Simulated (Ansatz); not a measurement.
# One shape, several levels: C2H9AlSi (SMILES C[SiH](C)[AlH2])

Wanted: a comparison of 4 runs (HF/3-21G, B3LYP/6-31G*, MP2/cc-pVDZ, CCSD/cc-pVDZ) of C2H9AlSi. 

The calculation is run with Ansatz 0.2.0.

45 further runs of the same task are left out: 45 set aside as unsound or not needed. Runs told in other sessions of the task aren't counted.

**1. The structure to begin with**

C2H9AlSi has 13 atoms, charge 0, and is taken as a singlet. SMILES: `C[SiH](C)[AlH2]`. One bond was lengthened or shortened from a relaxed shape.

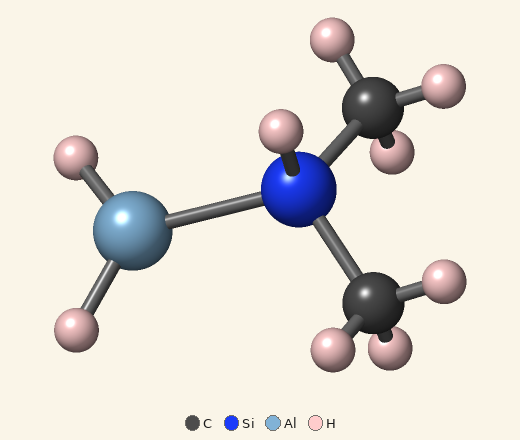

Viewed from a chosen angle; carbon dark grey, silicon blue, aluminium light blue, hydrogen pink.

**2. A single-point energy at HF/3-21G (run 1)**

molecule.yaml

```yaml
crystal:
  periodic: [false, false, false]
  atoms:
    - {symbol: C, position_ang: [-0.926884, 1.310033, -0.828124]}
    - {symbol: Si, position_ang: [-0.199084, -0.389567, -0.464624]}
    - {symbol: C, position_ang: [1.681916, -0.316567, -0.549824]}
    - {symbol: Al, position_ang: [-1.024284, -1.351767, 1.646876]}
    - {symbol: H, position_ang: [-2.018784, 1.280233, -0.825324]}
    - {symbol: H, position_ang: [-0.610984, 2.041233, -0.079724]}
    - {symbol: H, position_ang: [-0.599684, 1.668533, -1.807724]}
    - {symbol: H, position_ang: [-0.662284, -1.318167, -1.549024]}
    - {symbol: H, position_ang: [2.010116, 0.041433, -1.529324]}
    - {symbol: H, position_ang: [2.144200, 0.462300, 0.321500]}
    - {symbol: H, position_ang: [2.122616, -1.302167, -0.384024]}
    - {symbol: H, position_ang: [-0.161184, -2.408267, 2.471776]}
    - {symbol: H, position_ang: [-2.458884, -0.971067, 2.228776]}
basis:
  gaussian:
    orbitals: 3-21G.json
accuracy: high
hamiltonian:
  xc: hf
output: {orbitals: {seedname: orbitals}}
```

The basis set 3-21G is read from a file made from the Basis Set Exchange's data (not shown).

Launch:

```sh
$ ansatz run molecule.yaml --threads 1 --pin off --max-ram 2610MiB --events-out events.jsonl --progress --plain --runs-dir runs
```

What it wrote:

```text
Warning: RAYON_NUM_THREADS=1 ignored (pool sized by the plan → 1); use --threads N
Functional definition: HF
  name "HF"
  exchange = exact_x
  correlation = 0
1510 factors; integrals over basis functions are off by at most 8.4e-9 eV
mean field evaluation 1: about -16556.2996 eV, gradient 2.3e1 eV
mean field evaluation 2: about -16556.5993 eV, gradient 2.3e1 eV
mean field evaluation 4: about -16558.1888 eV, gradient 2.1e0 eV
mean field evaluation 8: about -16558.2050 eV, gradient 2.1e-4 eV
mean field -16558.20503226 eV, -608.5028113812 hartree, gradient 1.4e-8 eV, S^2 0.000000; 0 other end points of the search recorded, 0 dependent functions left out
reference -16558.20503226 eV, -608.5028113812 hartree; 24, 24 occupied and 38, 38 virtual orbitals, 1510 factors
Total energy: -16558.20503226 eV, -608.5028113812 hartree
```

Run time: 1.5 s. Hardware: 1 thread of Intel Xeon Platinum 8259CL at 2.50GHz (Skylake/Cascade Lake), shared host; peak memory 0.17 GiB.

**3. The energy at B3LYP/6-31G(d) (Cartesian functions) (run 2)**

job.yaml

```yaml
basis:
  gaussian: {orbitals: "6-31G*"}
crystal:
  periodic: [false, false, false]
  atoms:
    - {symbol: C, position_ang: [-0.926884, 1.310033, -0.828124]}
    - {symbol: Si, position_ang: [-0.199084, -0.389567, -0.464624]}
    - {symbol: C, position_ang: [1.681916, -0.316567, -0.549824]}
    - {symbol: Al, position_ang: [-1.024284, -1.351767, 1.646876]}
    - {symbol: H, position_ang: [-2.018784, 1.280233, -0.825324]}
    - {symbol: H, position_ang: [-0.610984, 2.041233, -0.079724]}
    - {symbol: H, position_ang: [-0.599684, 1.668533, -1.807724]}
    - {symbol: H, position_ang: [-0.662284, -1.318167, -1.549024]}
    - {symbol: H, position_ang: [2.010116, 0.041433, -1.529324]}
    - {symbol: H, position_ang: [2.144200, 0.462300, 0.321500]}
    - {symbol: H, position_ang: [2.122616, -1.302167, -0.384024]}
    - {symbol: H, position_ang: [-0.161184, -2.408267, 2.471776]}
    - {symbol: H, position_ang: [-2.458884, -0.971067, 2.228776]}
hamiltonian: {xc: {name: B3LYP}}
accuracy: high
output: {orbitals: {seedname: orbitals}}
```

Launch:

```sh
$ ansatz run job.yaml --threads 1 --pin off --max-ram 2610MiB --events-out events.jsonl --progress --plain --runs-dir runs
```

What it wrote:

```text
Warning: RAYON_NUM_THREADS=1 ignored (pool sized by the plan → 1); use --threads N
Functional definition: B3LYP
  name "B3LYP"
  parameter a0 = 0.2
  parameter ax = 0.72
  parameter ac = 0.81
  exchange = (1 - a0 - ax)*slater_x + ax*b88_x + a0*exact_x
  correlation = (1 - ac)*vwn_rpa_c + ac*lyp_c
2043 factors; integrals over basis functions are off by at most 4.0e-9 eV
mean field evaluation 1: about -16687.4013 eV, gradient 5.7e1 eV
mean field evaluation 2: about -16682.5807 eV, gradient 6.8e1 eV
mean field evaluation 4: about -16695.2047 eV, gradient 1.3e0 eV
mean field evaluation 8: about -16695.3738 eV, gradient 1.1e-1 eV
mean field evaluation 16: about -16695.3738 eV, gradient 4.1e-6 eV
mean field -16695.37379302 eV, -613.5436703627 hartree, gradient 4.5e-8 eV, S^2 0.000000; 0 other end points of the search recorded, 0 dependent functions left out
reference -16695.37384177 eV, -613.5436721540 hartree; 24, 24 occupied and 62, 62 virtual orbitals, 2043 factors
Total energy: -16695.37384177 eV, -613.5436721540 hartree
```

It took 11 s on 1 thread of Intel Xeon Platinum 8259CL at 2.50GHz (Skylake/Cascade Lake), shared host; peak memory 0.33 GiB.

Run 3 isn't shown in full; the table further down has it.

**4. The energy at CCSD/cc-pVDZ (run 4)**

molecule.yaml, as its differences from that of step 2:

```diff
@@ -1 +1,4 @@
+basis:
+  gaussian:
+    orbitals: cc-pVDZ
 crystal:
@@ -16,8 +19,7 @@
     - {symbol: H, position_ang: [-2.458884, -0.971067, 2.228776]}
-basis:
-  gaussian:
-    orbitals: 3-21G.json
 accuracy: high
-hamiltonian:
-  xc: hf
-output: {orbitals: {seedname: orbitals}}
+correlation:
+  method: ccsd
+  frozen_orbitals: {Al: 5, C: 1, H: 0, Si: 5}
+scf:
+  omitted_lower_state_checks: [cluster_reference, increment]
```

Launch:

```sh
$ ansatz run molecule.yaml --threads 1 --pin off --max-ram 2610MiB --events-out events.jsonl --progress --plain --runs-dir runs
```

What it wrote:

```text
Warning: RAYON_NUM_THREADS=1 ignored (pool sized by the plan → 1); use --threads N
[... 4 set-up lines as earlier in the session ...]
these checks for a lower state are left out or cut short: cluster_reference, increment
2640 factors; integrals over basis functions are off by at most 3.8e-9 eV
mean field evaluation 1: about -16645.4869 eV, gradient 2.8e1 eV
mean field evaluation 2: about -16645.5561 eV, gradient 2.8e1 eV
mean field evaluation 4: about -16648.1316 eV, gradient 2.8e0 eV
mean field evaluation 8: about -16648.1685 eV, gradient 3.9e-4 eV
mean field -16648.16854676 eV, -611.8089095593 hartree, gradient 1.8e-8 eV, S^2 0.000000; 0 other end points of the search recorded, 0 dependent functions left out
12 core orbitals not correlated: weight in the atoms' cores, before any rotation towards them, 1.000 or more for the frozen orbitals, at most 0.000 for the correlated occupied ones
reference -16648.16854676 eV, -611.8089095593 hartree; 12, 12 occupied and 85, 85 virtual orbitals, 2640 factors
second order -12.61509869 eV of doubles, -0.00000000 eV of singles
cycle   1  -13.96966434 eV  change    -1.4e0 eV  update   8.9e-2
cycle   2  -14.47670502 eV  change   -5.1e-1 eV  update   2.9e-2
cycle   3  -14.51860266 eV  change   -4.2e-2 eV  update   8.4e-3
cycle   4  -14.51753707 eV  change    1.1e-3 eV  update   2.9e-3
cycle   5  -14.51715814 eV  change    3.8e-4 eV  update   9.1e-4
cycle   6  -14.51699191 eV  change    1.7e-4 eV  update   3.1e-4
cycle   7  -14.51693452 eV  change    5.7e-5 eV  update   1.0e-4
cycle   8  -14.51693528 eV  change   -7.5e-7 eV  update   3.8e-5
cycle   9  -14.51693111 eV  change    4.2e-6 eV  update   1.2e-5
cycle  10  -14.51692652 eV  change    4.6e-6 eV  update   4.3e-6
cycle  11  -14.51692777 eV  change   -1.2e-6 eV  update   1.7e-6
cycle  12  -14.51692858 eV  change   -8.1e-7 eV  update   6.8e-7
cycle  13  -14.51692931 eV  change   -7.4e-7 eV  update   3.1e-7
cycle  14  -14.51692945 eV  change   -1.4e-7 eV  update   1.4e-7
cycle  15  -14.51692941 eV  change    3.6e-8 eV  update   7.1e-8
cycle  16  -14.51692943 eV  change   -2.0e-8 eV  update   4.1e-8
cycle  17  -14.51692944 eV  change   -2.1e-9 eV  update   2.8e-8
cycle  18  -14.51692955 eV  change   -1.1e-7 eV  update   1.4e-7
cycle  19  -14.51692954 eV  change    8.7e-9 eV  update   3.1e-8
cycle  20  -14.51692954 eV  change  -7.7e-11 eV  update   8.2e-9
cycle  21  -14.51692954 eV  change   5.4e-10 eV  update   2.7e-9
Total energy: -16662.68547629 eV, -612.3423968798 hartree
Checks for a lower state left out: cluster_reference, increment
```

Wall time 29 s (1 thread of Intel Xeon Platinum 8259CL at 2.50GHz (Skylake/Cascade Lake), shared host); peak memory 0.89 GiB.

**5. All runs side by side**

| run | level | Cartesian functions | frozen core orbitals | energy (Eh) | wall time |
| --- | --- | --- | --- | --- | --- |
| 1 | HF/3-21G | no | – | -608.502811 | 1.5 s |
| 2 | B3LYP/6-31G* (Cartesian functions) | yes | – | -613.543672 | 11 s |
| 3 | MP2/cc-pVDZ | no | 12 | -612.272506 | 7.8 s |
| 4 | CCSD/cc-pVDZ | no | 12 | -612.342397 | 29 s |

**6. Outcome**

```
                                           quantity          value
                                run 4: total energy  -612.34240 Eh
run 4: correlation energy (12 core orbitals frozen)     -533.5 mEh
                               run 4: T1 diagnostic          0.010
```

All runs together took 49 s, the longest 29 s.
